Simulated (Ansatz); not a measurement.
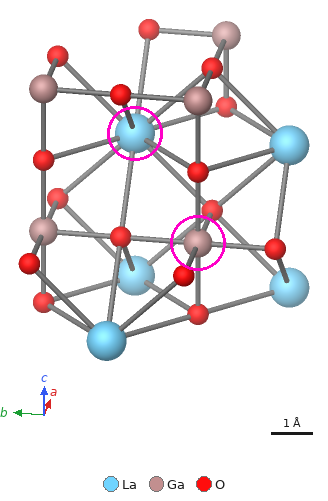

Perfect LaGaO$_{3}$. Style: ball-and-stick. Shown: the atoms within 4.9 Å of one point, in a slice 5.0 Å thick across the line of sight, from a free direction.

The calculation used DFT, PBEsol, PAW, plane waves (Ansatz 0.2.0). (plane-wave cutoff 420 eV; k-point mesh 1 × 1 × 1; mesh shifted by (0.25, 0.25, 0.25); collinear spin) Fermi-Dirac smearing of 0.01 eV. The axes drawn are those of the host's conventional cell.

A lanthanum atom is replaced by calcium and a gallium atom is replaced by lanthanum, the two sites 3.3 Å apart at the ringed places, in charge state 0. The supercell has 40 sites, and the atoms are relaxed at the host's cell.

Question: Predict the relaxed surroundings of the defect.

Answer: In the host the La atom has 12 O at 2.73 Å; the Ca atom ends with 7 O at 2.31 to 2.69 Å. In the host the Ga atom has 6 O at 1.93 Å; the La atom ends with 6 O at 2.15 to 2.33 Å. Of the host's atoms, an oxygen atom moves furthest from its site, by 0.92 Å. The Ca atom itself moves 0.37 Å from where it was put. The La atom itself moves 0.30 Å from where it was put. The cell's net moment is 1.00 μB.

The relaxed defect, seen from the same direction:

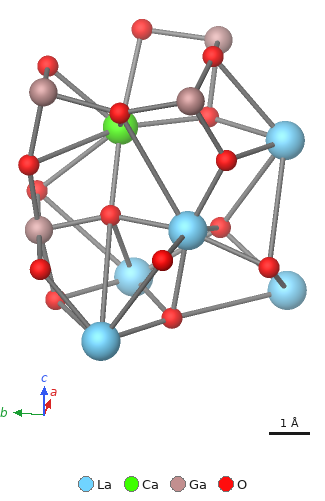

Limits of the set-up: the periodic images lie only 7.7 Å apart, so the values are limited by the cell's size.
